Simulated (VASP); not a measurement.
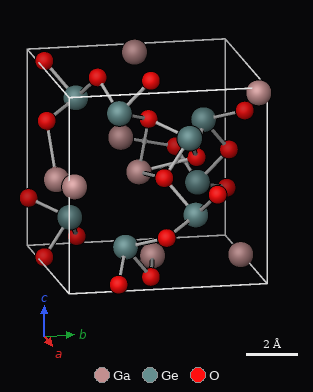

Starting structure of solid Ga2Ge2O3 (a generated structure, set up in I2_13). A ball-and-stick model of the conventional cell (2 times the calculation's cell), seen slightly off an axis. Lengths and directions refer to the drawn axes.

The run lets cell and atoms move.

Computed with Kohn-Sham DFT of a periodic cell, PBE, VASP PAW PBE potentials, recommended in VASP.

Input
```
SYSTEM = Ga2Ge2O3
PREC = Accurate ; ENCUT = 520
EDIFF = 1E-6 ; ISMEAR = 0
SIGMA = 0.03 ; LREAL = .False.
LASPH = .True. ; NELM = 120
ALGO = Normal ; ISIF = 3
LWAVE = .False. ; LCHARG = .False.
GGA = PE ; IBRION = 2
NSW = 90 ; EDIFFG = -0.01
KPAR = 4
```

Launched with:
```bash
cat potpaw_PBE.64/Ga_d/POTCAR potpaw_PBE.64/Ge_d/POTCAR potpaw_PBE.64/O/POTCAR > POTCAR
mpirun -np 4 vasp_std > vasp.out
```

The structure:
```
Ga Ge O
1.0
    -4.04100    4.04100    4.04100
     4.04100   -4.04100    4.04100
     4.04100    4.04100   -4.04100
Ga Ge O
4 4 6
Direct
  0.93046 0.93046 0.93046
  0.00000 0.56954 0.50000
  0.50000 0.00000 0.56954
  0.56954 0.50000 0.00000
  0.50000 0.00000 0.14505
  0.14505 0.50000 0.00000
  0.00000 0.14505 0.50000
  0.35495 0.35495 0.35495
  0.28390 0.03390 0.25000
  0.21610 0.46610 0.75000
  0.75000 0.21610 0.46610
  0.25000 0.28390 0.03390
  0.46610 0.75000 0.21610
  0.03390 0.25000 0.28390
```

Q: Where does the relaxation end?

A: The energy falls by 46.8 meV per atom in 28 geometry steps. Largest force component: 0.31 eV/Å at the start, 0.0053 eV/Å at the end. Pressure: 1.51 GPa at the start and 0.00 GPa at the end. The largest moves relative to the cell, 0.49 Å, are those of Ga atoms. Largest moves by element: Ga 0.49 Å, O 0.47 Å, Ge 0.25 Å. The volume changes by +18.7 %, with a = b = c 8.082 → 8.558 Å (+5.9 %). Near-neighbour distances that change, for instance: Ga–O 2.384 → 2.293 Å, Ge–O 1.936 → 1.953 Å. Bond angles that change, for instance: Ge–O–Ge 106.3° → 124.9°, O–Ge–O 87.8° → 85.7°. The space group stays I2_13 (No. 199). The volume changes by over a tenth within one run on a fixed set of plane waves, so the end point should be relaxed again from the new cell.

Step by step:

```
step  E − E(0), meV/atom  largest force component, eV/Å  pressure, GPa  volume, Å³/atom
   0                0.00                         0.3077           1.51           18.854
   1               -3.53                         0.3101          -0.90           19.343
   2               -3.83                         0.2829          -0.42           19.233
   3               -8.07                         0.2423          -0.23           19.330
   4              -16.71                         0.3226           0.20           19.622
   5              -10.93                         0.5269           1.54           20.215
   6              -18.53                         0.3792           0.56           19.800
   7              -23.80                         0.3645           0.24           20.180
   8              -34.69                         0.3231          -0.75           21.340
   9              -33.93                         0.3036          -2.70           23.793
  10              -38.62                         0.2808          -1.46           22.314
  11              -41.66                         0.1428          -0.74           22.357
  12              -42.53                         0.1779          -0.07           22.397
  13              -43.18                         0.1622          -0.09           22.394
  14              -44.77                         0.1173          -0.09           22.385
  15              -46.41                         0.0433          -0.15           22.366
  16              -46.52                         0.0596          -0.17           22.360
  17              -46.63                         0.0607           0.25           22.238
  18              -46.66                         0.0410           0.14           22.277
  19              -46.78                         0.0073           0.04           22.284
  20              -46.78                         0.0062           0.06           22.284
  21              -46.79                         0.0111           0.01           22.322
  22              -46.79                         0.0166          -0.06           22.369
  23              -46.79                         0.0107          -0.07           22.378
  24              -46.80                         0.0086          -0.06           22.384
  25              -46.80                         0.0061          -0.05           22.396
  26              -46.80                         0.0077          -0.04           22.389
  27              -46.80                         0.0066          -0.04           22.393
  28              -46.80                         0.0053           0.00           22.385
```

After the run, drawn alike:

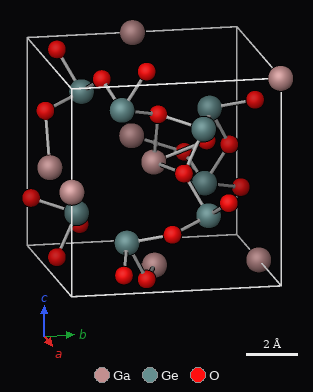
